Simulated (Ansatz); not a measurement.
**SiNH$_{8}$OF: single-point calculation**

- system: SiNH$_{8}$OF
- method: RKS PBE0-D4/def2-TZVPP (Ansatz 0.2.0)

The geometry is a transition state. The reaction was set up to form Si1–F7, H6–O9 and N2–H8 and to break Si1–N2, H6–F7 and H8–O9 (atoms counted from 1 in the order of the input); sticks are drawn by distance alone. The geometry comes from this level: PBE0-D4/def2-TZVP.

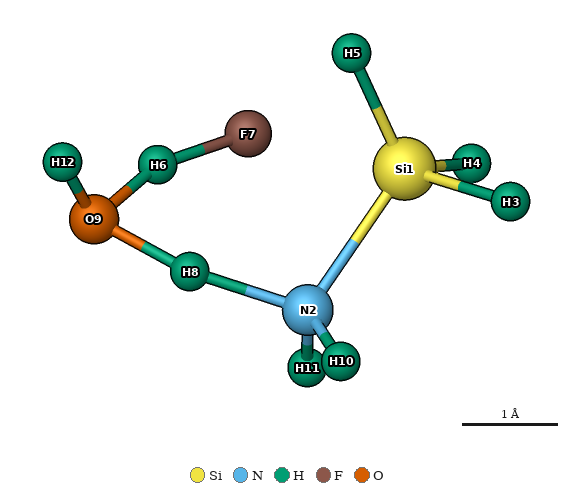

**Figure 1.** The structure as given in the input (ball-and-stick view, seen at a tilt; atoms are numbered from 1 in the order of the input).

Input file
```yaml
crystal:
  periodic: [false, false, false]
  atoms:
    - {symbol: Si, position_ang: [-1.024717, 0.492437, -0.686844]}
    - {symbol: N, position_ang: [0.218838, -0.846594, -0.606115]}
    - {symbol: H, position_ang: [-1.162133, 0.519384, -2.191086]}
    - {symbol: H, position_ang: [-2.390497, 0.144062, -0.248947]}
    - {symbol: H, position_ang: [-0.445907, 1.828782, -0.422675]}
    - {symbol: H, position_ang: [0.427095, 0.207542, 1.567638]}
    - {symbol: F, position_ang: [-0.732620, 0.348934, 1.433087]}
    - {symbol: H, position_ang: [1.104641, -0.483410, 0.285364]}
    - {symbol: O, position_ang: [1.528031, -0.106736, 1.336549]}
    - {symbol: H, position_ang: [0.572807, -1.088119, -1.523962]}
    - {symbol: H, position_ang: [-0.182649, -1.685983, -0.199482]}
    - {symbol: H, position_ang: [2.087213, 0.669803, 1.256472]}
basis:
  gaussian: {orbitals: def2-TZVPP}
hamiltonian: {xc: pbe0, dispersion: d4}
output: {orbitals: {seedname: orbitals}}
```

Machine: 4 threads of Arm Neoverse V2, 23 GiB of memory available, shared host.

Run as:
```bash
ansatz run in.yaml --threads 4 --pin off --events-out ev --progress --plain --max-ram 9574MiB
```

What the program printed
```
Functional definition: PBE0
  name "PBE0"
  cite "Adamo & Barone, J. Chem. Phys. 110, 6158 (1999) doi:10.1063/1.478522"
  cite "Perdew, Burke & Ernzerhof, Phys. Rev. Lett. 77, 3865 (1996) doi:10.1103/PhysRevLett.77.3865"
  parent pbe
  parameter a = 0.25
  parameter kappa = 0.804
  parameter beta = 0.06672455060314922
  exchange = (1 - a)*pbe_x(kappa = kappa, mu = beta*pi^2/3) + a*exact_x
  correlation = pbe_c(beta = beta)
1225 factors; their error is unknown
mean field evaluation 1: about -14248.1942 eV, gradient 6.9e1 eV
mean field evaluation 2: about -14241.6720 eV, gradient 9.1e1 eV
mean field evaluation 4: about -14255.8619 eV, gradient 2.2e0 eV
mean field evaluation 8: about -14255.8956 eV, gradient 4.1e-2 eV
mean field -14255.89564761 eV, -523.8945020566 hartree, gradient 4.2e-5 eV, S^2 0.000000; 0 other end points of the search recorded, 0 dependent functions left out
reference -14255.89567788 eV, -523.8945031688 hartree; 23, 23 occupied and 224, 224 virtual orbitals, 1225 factors
Total energy: -14256.05616499 eV, -523.9004009613 hartree
```

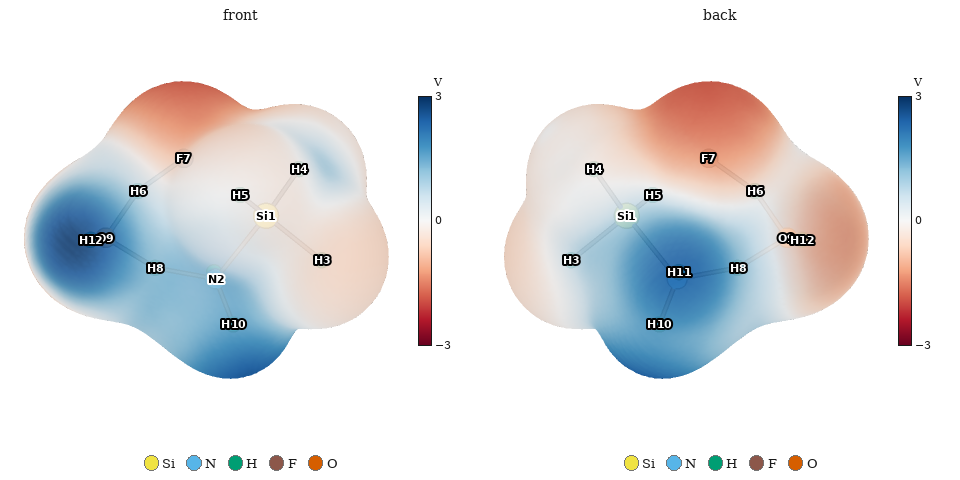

**Figure 2.** The molecular electrostatic potential painted on the density surface at 0.002 e/bohr³, seen at a tilt and from behind; red is negative and blue positive.

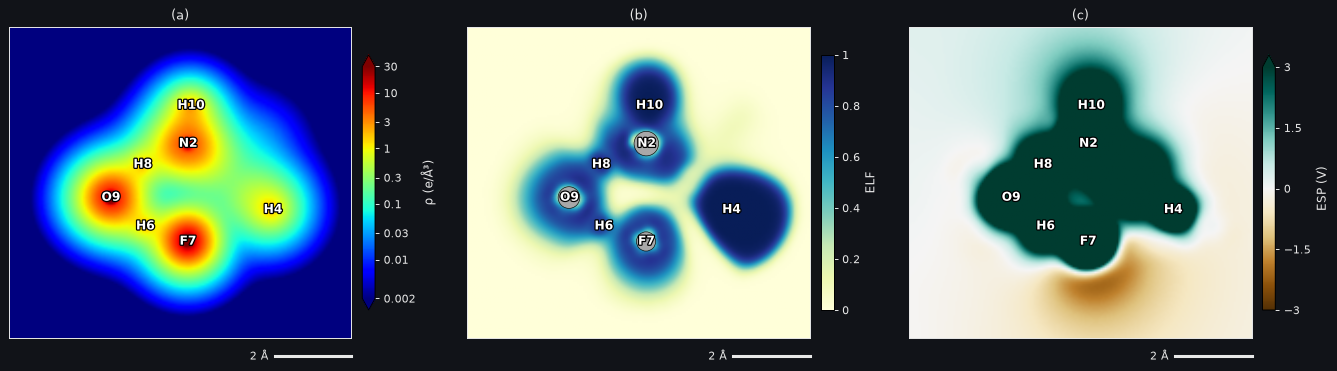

**Figure 3.** (a) total electron density; (b) electron localisation function; (c) electrostatic potential on the plane of atoms H6, O9 and H8. Grey discs, where drawn, cover atomic cores. The section cuts through N, H, F and O sites.

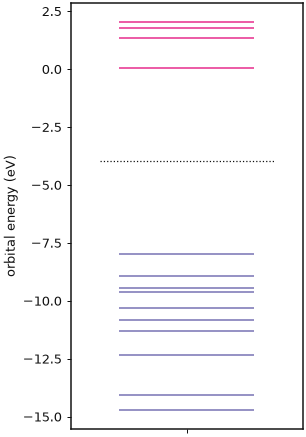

**Figure 4.** Orbital energies near the frontier; the dotted line parts filled from empty levels, and levels within 0.02 eV of each other stand side by side. Highest filled −7.96 eV, lowest empty 0.07 eV, 8.03 eV apart.

Results in brief

```tsv
quantity	value
outcome	converged
total energy	−14256.0562 eV
mean-field energy	−14255.8957 eV
dispersion energy	−0.1605 eV
SCF solution under orbital rotations	stable
HOMO	−7.96 eV
LUMO	0.07 eV
wall time	2 s (CPU time 7.5 s)
peak memory	0.54 GiB
```
